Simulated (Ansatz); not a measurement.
## TaHOF₄: molecular dynamics (part 1 of 2)

System: TaHOF₄.
Method: RKS CAM-B3LYP-D4/def2-SVP (Ansatz 0.2.0).

It belongs to a series of runs on one base structure; here: dynamics from the start. Figures and captions count atoms from 1; the log counts them from 0 in places.

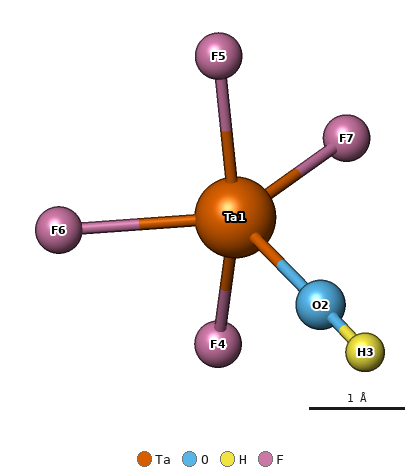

*The structure as given in the input (ball-and-stick view, seen at a tilt; atoms are numbered from 1 in the order of the input). Sticks mark near contacts.*

Bond lengths as drawn: F–Ta 1.87 to 1.88 Å, H–O 0.96 Å and O–Ta 1.84 Å.

## Input file
```yaml
crystal:
  periodic: [false, false, false]
  atoms:
    - { symbol: Ta, position_ang: [-0.005046, -0.051585, 0.072687] }
    - { symbol: O, position_ang: [1.819325, -0.175416, 0.260175] }
    - { symbol: H, position_ang: [2.76871, -0.240919, 0.381945] }
    - { symbol: F, position_ang: [-0.558775, -0.090689, 1.873639] }
    - { symbol: F, position_ang: [-0.173878, 0.03663, -1.802119] }
    - { symbol: F, position_ang: [-0.591661, 1.72634, 0.073462] }
    - { symbol: F, position_ang: [-0.811574, -1.735161, -0.069489] }
basis:
  gaussian: { orbitals: def2-SVP }
hamiltonian:
  xc: cam_b3lyp
  dispersion: d4
md:
  timestep: 0.5
  n_steps: 150
  ensemble: nve
  temperature: 1000.0
  initial_velocities: maxwell_boltzmann
  seed: 758766
```

Command:
```bash
ansatz run input.yaml --threads 2 --pin off --max-ram 3072MiB --backend cpu --events-out ev --progress --plain --runs-dir out
```

## The program's output
```
Engine: ansatz 0.2.0, aarch64-unknown-linux-gnu
Functional definition: CAM-B3LYP
  parameter alpha = 0.19
  parameter beta = 0.46
  parameter omega = 0.33/bohr
  parameter ac = 0.81
  exchange = (1 - alpha - beta)*b88_x + beta*b88_x_sr(omega) + alpha*exact_x + beta*exact_x_lr(omega)
  correlation = (1 - ac)*vwn5_c + ac*lyp_c
1101 factors; integrals over basis functions are off by at most 4.0e-4 eV
272 factors; integrals over basis functions are off by at most 4.0e-6 eV
mean field evaluation 1: about -14465.4288 eV, gradient 8.2e1 eV
mean field evaluation 2: about -14439.2676 eV, gradient 1.5e2 eV
mean field evaluation 4: about -14477.0362 eV, gradient 2.3e0 eV
mean field evaluation 8: about -14477.1042 eV, gradient 3.3e-2 eV
mean field evaluation 16: about -14477.1042 eV, gradient 1.3e-5 eV
mean field -14477.10423391 eV, -532.0237676623 hartree, gradient 1.3e-5 eV, S^2 0.000000; 0 other end points of the search recorded, 0 dependent functions left out
the calculation of the forces begins
reference -14477.10437951 eV, -532.0237730130 hartree; 29, 29 occupied and 78, 78 virtual orbitals, 1101 factors
md step     0: t =     0.00 fs  T =  1000.0 K  F+E_penalty+E_count = -14477.20563268 eV  E_kin = 0.646300 eV  conserved = -14476.55933269 eV  (29 SCF iters)
these checks for a lower state are left out or cut short: starts, cluster_reference, orbital_swaps, neighbouring_geometries, increment
1101 factors; integrals over basis functions are off by at most 4.0e-4 eV
272 factors; integrals over basis functions are off by at most 4.0e-6 eV
mean field -14477.10242081 eV, -532.0237010321 hartree, gradient 8.1e-6 eV, S^2 0.000000; 0 other end points of the search recorded, 0 dependent functions left out
the calculation of the forces begins
reference -14477.10256643 eV, -532.0237063837 hartree; 29, 29 occupied and 78, 78 virtual orbitals, 1101 factors
md step     1: t =     0.50 fs  T =   997.1 K  F+E_penalty+E_count = -14477.20376097 eV  E_kin = 0.644401 eV  conserved = -14476.55935968 eV  (32 SCF iters, 3 dispersion substeps)
[... from here on the SCF iterations and repeated set-up lines of each step are left out, up to the last step ...]
md step     2: t =     1.00 fs  T =   988.6 K  F+E_penalty+E_count = -14477.19826481 eV  E_kin = 0.638934 eV  conserved = -14476.55933116 eV  (32 SCF iters, 3 dispersion substeps)
md step     3: t =     1.50 fs  T =   975.6 K  F+E_penalty+E_count = -14477.18979488 eV  E_kin = 0.630532 eV  conserved = -14476.55926293 eV  (33 SCF iters, 3 dispersion substeps)
md step     4: t =     2.00 fs  T =   959.9 K  F+E_penalty+E_count = -14477.17958793 eV  E_kin = 0.620401 eV  conserved = -14476.55918726 eV  (33 SCF iters, 3 dispersion substeps)
md step     5: t =     2.50 fs  T =   943.5 K  F+E_penalty+E_count = -14477.16895169 eV  E_kin = 0.609816 eV  conserved = -14476.55913547 eV  (34 SCF iters, 3 dispersion substeps)
md step     6: t =     3.00 fs  T =   927.8 K  F+E_penalty+E_count = -14477.15876005 eV  E_kin = 0.599634 eV  conserved = -14476.55912602 eV  (33 SCF iters, 3 dispersion substeps)
md step     7: t =     3.50 fs  T =   912.9 K  F+E_penalty+E_count = -14477.14915467 eV  E_kin = 0.589996 eV  conserved = -14476.55915871 eV  (33 SCF iters, 3 dispersion substeps)
md step     8: t =     4.00 fs  T =   897.9 K  F+E_penalty+E_count = -14477.13954827 eV  E_kin = 0.580333 eV  conserved = -14476.55921510 eV  (33 SCF iters, 3 dispersion substeps)
md step     9: t =     4.50 fs  T =   881.4 K  F+E_penalty+E_count = -14477.12892425 eV  E_kin = 0.569660 eV  conserved = -14476.55926447 eV  (33 SCF iters, 3 dispersion substeps)
md step    10: t =     5.00 fs  T =   861.9 K  F+E_penalty+E_count = -14477.11633198 eV  E_kin = 0.557056 eV  conserved = -14476.55927593 eV  (33 SCF iters, 3 dispersion substeps)
md step    11: t =     5.50 fs  T =   838.8 K  F+E_penalty+E_count = -14477.10138185 eV  E_kin = 0.542147 eV  conserved = -14476.55923487 eV  (34 SCF iters, 3 dispersion substeps)
md step    12: t =     6.00 fs  T =   812.8 K  F+E_penalty+E_count = -14477.08449052 eV  E_kin = 0.525336 eV  conserved = -14476.55915482 eV  (34 SCF iters, 3 dispersion substeps)
md step    13: t =     6.50 fs  T =   785.4 K  F+E_penalty+E_count = -14477.06669779 eV  E_kin = 0.507623 eV  conserved = -14476.55907461 eV  (33 SCF iters, 3 dispersion substeps)
md step    14: t =     7.00 fs  T =   758.3 K  F+E_penalty+E_count = -14477.04910471 eV  E_kin = 0.490069 eV  conserved = -14476.55903616 eV  (33 SCF iters, 3 dispersion substeps)
md step    15: t =     7.50 fs  T =   732.2 K  F+E_penalty+E_count = -14477.03226141 eV  E_kin = 0.473204 eV  conserved = -14476.55905700 eV  (33 SCF iters, 3 dispersion substeps)
md step    16: t =     8.00 fs  T =   706.8 K  F+E_penalty+E_count = -14477.01591336 eV  E_kin = 0.456796 eV  conserved = -14476.55911711 eV  (33 SCF iters, 3 dispersion substeps)
md step    17: t =     8.50 fs  T =   681.0 K  F+E_penalty+E_count = -14476.99928390 eV  E_kin = 0.440109 eV  conserved = -14476.55917455 eV  (30 SCF iters, 3 dispersion substeps)
md step    18: t =     9.00 fs  T =   653.7 K  F+E_penalty+E_count = -14476.98167845 eV  E_kin = 0.422485 eV  conserved = -14476.55919357 eV  (33 SCF iters, 3 dispersion substeps)
md step    19: t =     9.50 fs  T =   624.8 K  F+E_penalty+E_count = -14476.96300108 eV  E_kin = 0.403837 eV  conserved = -14476.55916393 eV  (34 SCF iters, 3 dispersion substeps)
md step    20: t =    10.00 fs  T =   595.4 K  F+E_penalty+E_count = -14476.94389218 eV  E_kin = 0.384791 eV  conserved = -14476.55910160 eV  (33 SCF iters, 3 dispersion substeps)
md step    21: t =    10.50 fs  T =   567.0 K  F+E_penalty+E_count = -14476.92547053 eV  E_kin = 0.366435 eV  conserved = -14476.55903600 eV  (33 SCF iters, 3 dispersion substeps)
md step    22: t =    11.00 fs  T =   541.3 K  F+E_penalty+E_count = -14476.90886674 eV  E_kin = 0.349872 eV  conserved = -14476.55899504 eV  (34 SCF iters, 3 dispersion substeps)
md step    23: t =    11.50 fs  T =   519.5 K  F+E_penalty+E_count = -14476.89477846 eV  E_kin = 0.335784 eV  conserved = -14476.55899465 eV  (33 SCF iters, 3 dispersion substeps)
md step    24: t =    12.00 fs  T =   501.6 K  F+E_penalty+E_count = -14476.88321616 eV  E_kin = 0.324182 eV  conserved = -14476.55903424 eV  (34 SCF iters, 3 dispersion substeps)
md step    25: t =    12.50 fs  T =   486.5 K  F+E_penalty+E_count = -14476.87351641 eV  E_kin = 0.314419 eV  conserved = -14476.55909702 eV  (34 SCF iters, 3 dispersion substeps)
md step    26: t =    13.00 fs  T =   472.6 K  F+E_penalty+E_count = -14476.86461694 eV  E_kin = 0.305462 eV  conserved = -14476.55915513 eV  (34 SCF iters, 3 dispersion substeps)
md step    27: t =    13.50 fs  T =   458.5 K  F+E_penalty+E_count = -14476.85550753 eV  E_kin = 0.296328 eV  conserved = -14476.55917989 eV  (34 SCF iters, 3 dispersion substeps)
md step    28: t =    14.00 fs  T =   443.3 K  F+E_penalty+E_count = -14476.84569116 eV  E_kin = 0.286536 eV  conserved = -14476.55915495 eV  (33 SCF iters, 3 dispersion substeps)
md step    29: t =    14.50 fs  T =   427.6 K  F+E_penalty+E_count = -14476.83544230 eV  E_kin = 0.276354 eV  conserved = -14476.55908866 eV  (34 SCF iters, 3 dispersion substeps)
md step    30: t =    15.00 fs  T =   412.6 K  F+E_penalty+E_count = -14476.82568818 eV  E_kin = 0.266675 eV  conserved = -14476.55901329 eV  (33 SCF iters, 3 dispersion substeps)
md step    31: t =    15.50 fs  T =   400.1 K  F+E_penalty+E_count = -14476.81752435 eV  E_kin = 0.258556 eV  conserved = -14476.55896864 eV  (34 SCF iters, 3 dispersion substeps)
md step    32: t =    16.00 fs  T =   390.9 K  F+E_penalty+E_count = -14476.81161632 eV  E_kin = 0.252639 eV  conserved = -14476.55897711 eV  (33 SCF iters, 3 dispersion substeps)
md step    33: t =    16.50 fs  T =   385.0 K  F+E_penalty+E_count = -14476.80785775 eV  E_kin = 0.248829 eV  conserved = -14476.55902903 eV  (34 SCF iters, 3 dispersion substeps)
md step    34: t =    17.00 fs  T =   381.3 K  F+E_penalty+E_count = -14476.80550334 eV  E_kin = 0.246413 eV  conserved = -14476.55909043 eV  (34 SCF iters, 3 dispersion substeps)
md step    35: t =    17.50 fs  T =   378.4 K  F+E_penalty+E_count = -14476.80366775 eV  E_kin = 0.244542 eV  conserved = -14476.55912602 eV  (30 SCF iters, 3 dispersion substeps)
md step    36: t =    18.00 fs  T =   375.6 K  F+E_penalty+E_count = -14476.80185275 eV  E_kin = 0.242733 eV  conserved = -14476.55911941 eV  (34 SCF iters, 3 dispersion substeps)
md step    37: t =    18.50 fs  T =   373.1 K  F+E_penalty+E_count = -14476.80019917 eV  E_kin = 0.241121 eV  conserved = -14476.55907808 eV  (34 SCF iters, 3 dispersion substeps)
md step    38: t =    19.00 fs  T =   371.9 K  F+E_penalty+E_count = -14476.79937683 eV  E_kin = 0.240352 eV  conserved = -14476.55902524 eV  (34 SCF iters, 3 dispersion substeps)
md step    39: t =    19.50 fs  T =   373.3 K  F+E_penalty+E_count = -14476.80022909 eV  E_kin = 0.241242 eV  conserved = -14476.55898687 eV  (33 SCF iters, 3 dispersion substeps)
md step    40: t =    20.00 fs  T =   378.1 K  F+E_penalty+E_count = -14476.80336718 eV  E_kin = 0.244386 eV  conserved = -14476.55898133 eV  (35 SCF iters, 3 dispersion substeps)
md step    41: t =    20.50 fs  T =   386.6 K  F+E_penalty+E_count = -14476.80888167 eV  E_kin = 0.249868 eV  conserved = -14476.55901352 eV  (34 SCF iters, 3 dispersion substeps)
md step    42: t =    21.00 fs  T =   397.9 K  F+E_penalty+E_count = -14476.81626672 eV  E_kin = 0.257193 eV  conserved = -14476.55907379 eV  (35 SCF iters, 3 dispersion substeps)
md step    43: t =    21.50 fs  T =   410.7 K  F+E_penalty+E_count = -14476.82457910 eV  E_kin = 0.265439 eV  conserved = -14476.55914021 eV  (35 SCF iters, 3 dispersion substeps)
md step    44: t =    22.00 fs  T =   423.3 K  F+E_penalty+E_count = -14476.83278743 eV  E_kin = 0.273601 eV  conserved = -14476.55918596 eV  (35 SCF iters, 3 dispersion substeps)
md step    45: t =    22.50 fs  T =   434.8 K  F+E_penalty+E_count = -14476.84019159 eV  E_kin = 0.281001 eV  conserved = -14476.55919075 eV  (35 SCF iters, 3 dispersion substeps)
md step    46: t =    23.00 fs  T =   445.0 K  F+E_penalty+E_count = -14476.84673091 eV  E_kin = 0.287578 eV  conserved = -14476.55915339 eV  (35 SCF iters, 3 dispersion substeps)
md step    47: t =    23.50 fs  T =   454.7 K  F+E_penalty+E_count = -14476.85299291 eV  E_kin = 0.293896 eV  conserved = -14476.55909694 eV  (34 SCF iters, 3 dispersion substeps)
md step    48: t =    24.00 fs  T =   465.4 K  F+E_penalty+E_count = -14476.85985118 eV  E_kin = 0.300792 eV  conserved = -14476.55905959 eV  (34 SCF iters, 3 dispersion substeps)
md step    49: t =    24.50 fs  T =   477.8 K  F+E_penalty+E_count = -14476.86788124 eV  E_kin = 0.308809 eV  conserved = -14476.55907242 eV  (35 SCF iters, 3 dispersion substeps)
md step    50: t =    25.00 fs  T =   491.7 K  F+E_penalty+E_count = -14476.87689296 eV  E_kin = 0.317755 eV  conserved = -14476.55913846 eV  (33 SCF iters, 3 dispersion substeps)
md step    51: t =    25.50 fs  T =   505.4 K  F+E_penalty+E_count = -14476.88588978 eV  E_kin = 0.326660 eV  conserved = -14476.55922987 eV  (35 SCF iters, 3 dispersion substeps)
md step    52: t =    26.00 fs  T =   517.1 K  F+E_penalty+E_count = -14476.89349254 eV  E_kin = 0.334186 eV  conserved = -14476.55930609 eV  (35 SCF iters, 3 dispersion substeps)
md step    53: t =    26.50 fs  T =   524.9 K  F+E_penalty+E_count = -14476.89855920 eV  E_kin = 0.339221 eV  conserved = -14476.55933789 eV  (29 SCF iters, 3 dispersion substeps)
md step    54: t =    27.00 fs  T =   528.1 K  F+E_penalty+E_count = -14476.90063802 eV  E_kin = 0.341317 eV  conserved = -14476.55932055 eV  (35 SCF iters, 3 dispersion substeps)
md step    55: t =    27.50 fs  T =   527.3 K  F+E_penalty+E_count = -14476.90004779 eV  E_kin = 0.340777 eV  conserved = -14476.55927128 eV  (33 SCF iters, 3 dispersion substeps)
md step    56: t =    28.00 fs  T =   523.6 K  F+E_penalty+E_count = -14476.89761337 eV  E_kin = 0.338396 eV  conserved = -14476.55921741 eV  (34 SCF iters, 3 dispersion substeps)
md step    57: t =    28.50 fs  T =   518.4 K  F+E_penalty+E_count = -14476.89423441 eV  E_kin = 0.335051 eV  conserved = -14476.55918374 eV  (34 SCF iters, 3 dispersion substeps)
md step    58: t =    29.00 fs  T =   512.6 K  F+E_penalty+E_count = -14476.89048547 eV  E_kin = 0.331301 eV  conserved = -14476.55918408 eV  (33 SCF iters, 3 dispersion substeps)
md step    59: t =    29.50 fs  T =   506.2 K  F+E_penalty+E_count = -14476.88638899 eV  E_kin = 0.327172 eV  conserved = -14476.55921721 eV  (33 SCF iters, 3 dispersion substeps)
md step    60: t =    30.00 fs  T =   498.5 K  F+E_penalty+E_count = -14476.88142881 eV  E_kin = 0.322162 eV  conserved = -14476.55926719 eV  (34 SCF iters, 3 dispersion substeps)
md step    61: t =    30.50 fs  T =   488.2 K  F+E_penalty+E_count = -14476.87480004 eV  E_kin = 0.315492 eV  conserved = -14476.55930818 eV  (34 SCF iters, 3 dispersion substeps)
md step    62: t =    31.00 fs  T =   474.2 K  F+E_penalty+E_count = -14476.86581642 eV  E_kin = 0.306503 eV  conserved = -14476.55931382 eV  (34 SCF iters, 3 dispersion substeps)
md step    63: t =    31.50 fs  T =   456.5 K  F+E_penalty+E_count = -14476.85432012 eV  E_kin = 0.295049 eV  conserved = -14476.55927086 eV  (33 SCF iters, 3 dispersion substeps)
md step    64: t =    32.00 fs  T =   435.9 K  F+E_penalty+E_count = -14476.84088698 eV  E_kin = 0.281697 eV  conserved = -14476.55919023 eV  (34 SCF iters, 3 dispersion substeps)
md step    65: t =    32.50 fs  T =   414.0 K  F+E_penalty+E_count = -14476.82666866 eV  E_kin = 0.267563 eV  conserved = -14476.55910538 eV  (34 SCF iters, 3 dispersion substeps)
md step    66: t =    33.00 fs  T =   392.8 K  F+E_penalty+E_count = -14476.81289946 eV  E_kin = 0.253845 eV  conserved = -14476.55905472 eV  (33 SCF iters, 3 dispersion substeps)
md step    67: t =    33.50 fs  T =   373.3 K  F+E_penalty+E_count = -14476.80033507 eV  E_kin = 0.241278 eV  conserved = -14476.55905698 eV  (33 SCF iters, 3 dispersion substeps)
md step    68: t =    34.00 fs  T =   355.7 K  F+E_penalty+E_count = -14476.78898821 eV  E_kin = 0.229891 eV  conserved = -14476.55909738 eV  (33 SCF iters, 3 dispersion substeps)
md step    69: t =    34.50 fs  T =   339.2 K  F+E_penalty+E_count = -14476.77835054 eV  E_kin = 0.219212 eV  conserved = -14476.55913851 eV  (32 SCF iters, 3 dispersion substeps)
md step    70: t =    35.00 fs  T =   323.1 K  F+E_penalty+E_count = -14476.76794487 eV  E_kin = 0.208800 eV  conserved = -14476.55914535 eV  (32 SCF iters, 3 dispersion substeps)
md step    71: t =    35.50 fs  T =   307.5 K  F+E_penalty+E_count = -14476.75783928 eV  E_kin = 0.198734 eV  conserved = -14476.55910539 eV  (29 SCF iters, 3 dispersion substeps)
md step    72: t =    36.00 fs  T =   293.7 K  F+E_penalty+E_count = -14476.74882252 eV  E_kin = 0.189791 eV  conserved = -14476.55903200 eV  (33 SCF iters, 3 dispersion substeps)
md step    73: t =    36.50 fs  T =   283.5 K  F+E_penalty+E_count = -14476.74218354 eV  E_kin = 0.183229 eV  conserved = -14476.55895406 eV  (33 SCF iters, 3 dispersion substeps)
md step    74: t =    37.00 fs  T =   279.0 K  F+E_penalty+E_count = -14476.73924836 eV  E_kin = 0.180347 eV  conserved = -14476.55890155 eV  (33 SCF iters, 3 dispersion substeps)
md step    75: t =    37.50 fs  T =   281.6 K  F+E_penalty+E_count = -14476.74089845 eV  E_kin = 0.182005 eV  conserved = -14476.55889383 eV  (32 SCF iters, 3 dispersion substeps)
md step    76: t =    38.00 fs  T =   291.4 K  F+E_penalty+E_count = -14476.74725567 eV  E_kin = 0.188322 eV  conserved = -14476.55893386 eV  (32 SCF iters, 3 dispersion substeps)
md step    77: t =    38.50 fs  T =   307.3 K  F+E_penalty+E_count = -14476.75763573 eV  E_kin = 0.198629 eV  conserved = -14476.55900684 eV  (33 SCF iters, 3 dispersion substeps)
md step    78: t =    39.00 fs  T =   327.6 K  F+E_penalty+E_count = -14476.77078837 eV  E_kin = 0.211705 eV  conserved = -14476.55908386 eV  (33 SCF iters, 3 dispersion substeps)
md step    79: t =    39.50 fs  T =   350.0 K  F+E_penalty+E_count = -14476.78535632 eV  E_kin = 0.226223 eV  conserved = -14476.55913315 eV  (33 SCF iters, 3 dispersion substeps)
md step    80: t =    40.00 fs  T =   373.3 K  F+E_penalty+E_count = -14476.80038391 eV  E_kin = 0.241249 eV  conserved = -14476.55913469 eV  (33 SCF iters, 3 dispersion substeps)
md step    81: t =    40.50 fs  T =   396.9 K  F+E_penalty+E_count = -14476.81563875 eV  E_kin = 0.256544 eV  conserved = -14476.55909463 eV  (32 SCF iters, 3 dispersion substeps)
md step    82: t =    41.00 fs  T =   421.6 K  F+E_penalty+E_count = -14476.83153442 eV  E_kin = 0.272488 eV  conserved = -14476.55904688 eV  (32 SCF iters, 3 dispersion substeps)
md step    83: t =    41.50 fs  T =   448.1 K  F+E_penalty+E_count = -14476.84863889 eV  E_kin = 0.289604 eV  conserved = -14476.55903501 eV  (32 SCF iters, 3 dispersion substeps)
md step    84: t =    42.00 fs  T =   476.5 K  F+E_penalty+E_count = -14476.86704257 eV  E_kin = 0.307960 eV  conserved = -14476.55908254 eV  (33 SCF iters, 3 dispersion substeps)
md step    85: t =    42.50 fs  T =   505.7 K  F+E_penalty+E_count = -14476.88601779 eV  E_kin = 0.326842 eV  conserved = -14476.55917536 eV  (32 SCF iters, 3 dispersion substeps)
md step    86: t =    43.00 fs  T =   533.7 K  F+E_penalty+E_count = -14476.90422645 eV  E_kin = 0.344955 eV  conserved = -14476.55927103 eV  (32 SCF iters, 3 dispersion substeps)
md step    87: t =    43.50 fs  T =   558.6 K  F+E_penalty+E_count = -14476.92033788 eV  E_kin = 0.361010 eV  conserved = -14476.55932763 eV  (34 SCF iters, 3 dispersion substeps)
md step    88: t =    44.00 fs  T =   579.2 K  F+E_penalty+E_count = -14476.93363930 eV  E_kin = 0.374311 eV  conserved = -14476.55932797 eV  (34 SCF iters, 3 dispersion substeps)
md step    89: t =    44.50 fs  T =   595.7 K  F+E_penalty+E_count = -14476.94427900 eV  E_kin = 0.384995 eV  conserved = -14476.55928437 eV  (29 SCF iters, 3 dispersion substeps)
md step    90: t =    45.00 fs  T =   609.4 K  F+E_penalty+E_count = -14476.95306182 eV  E_kin = 0.393835 eV  conserved = -14476.55922727 eV  (34 SCF iters, 3 dispersion substeps)
md step    91: t =    45.50 fs  T =   621.7 K  F+E_penalty+E_count = -14476.96096546 eV  E_kin = 0.401777 eV  conserved = -14476.55918831 eV  (34 SCF iters, 3 dispersion substeps)
md step    92: t =    46.00 fs  T =   633.5 K  F+E_penalty+E_count = -14476.96863332 eV  E_kin = 0.409446 eV  conserved = -14476.55918776 eV  (33 SCF iters, 3 dispersion substeps)
md step    93: t =    46.50 fs  T =   644.9 K  F+E_penalty+E_count = -14476.97604972 eV  E_kin = 0.416822 eV  conserved = -14476.55922765 eV  (34 SCF iters, 3 dispersion substeps)
md step    94: t =    47.00 fs  T =   654.8 K  F+E_penalty+E_count = -14476.98250837 eV  E_kin = 0.423217 eV  conserved = -14476.55929117 eV  (33 SCF iters, 3 dispersion substeps)
md step    95: t =    47.50 fs  T =   661.5 K  F+E_penalty+E_count = -14476.98688497 eV  E_kin = 0.427537 eV  conserved = -14476.55934789 eV  (34 SCF iters, 3 dispersion substeps)
md step    96: t =    48.00 fs  T =   663.4 K  F+E_penalty+E_count = -14476.98812617 eV  E_kin = 0.428761 eV  conserved = -14476.55936560 eV  (34 SCF iters, 3 dispersion substeps)
md step    97: t =    48.50 fs  T =   659.8 K  F+E_penalty+E_count = -14476.98576324 eV  E_kin = 0.426436 eV  conserved = -14476.55932704 eV  (33 SCF iters, 3 dispersion substeps)
md step    98: t =    49.00 fs  T =   651.3 K  F+E_penalty+E_count = -14476.98019095 eV  E_kin = 0.420947 eV  conserved = -14476.55924391 eV  (33 SCF iters, 3 dispersion substeps)
md step    99: t =    49.50 fs  T =   639.6 K  F+E_penalty+E_count = -14476.97250508 eV  E_kin = 0.413349 eV  conserved = -14476.55915577 eV  (34 SCF iters, 3 dispersion substeps)
md step   100: t =    50.00 fs  T =   626.4 K  F+E_penalty+E_count = -14476.96392269 eV  E_kin = 0.404814 eV  conserved = -14476.55910836 eV  (33 SCF iters, 3 dispersion substeps)
md step   101: t =    50.50 fs  T =   612.7 K  F+E_penalty+E_count = -14476.95511292 eV  E_kin = 0.395990 eV  conserved = -14476.55912268 eV  (34 SCF iters, 3 dispersion substeps)
md step   102: t =    51.00 fs  T =   598.3 K  F+E_penalty+E_count = -14476.94588889 eV  E_kin = 0.386709 eV  conserved = -14476.55917998 eV  (34 SCF iters, 3 dispersion substeps)
md step   103: t =    51.50 fs  T =   582.1 K  F+E_penalty+E_count = -14476.93547813 eV  E_kin = 0.376242 eV  conserved = -14476.55923605 eV  (33 SCF iters, 3 dispersion substeps)
md step   104: t =    52.00 fs  T =   563.1 K  F+E_penalty+E_count = -14476.92316792 eV  E_kin = 0.363916 eV  conserved = -14476.55925158 eV  (33 SCF iters, 3 dispersion substeps)
```
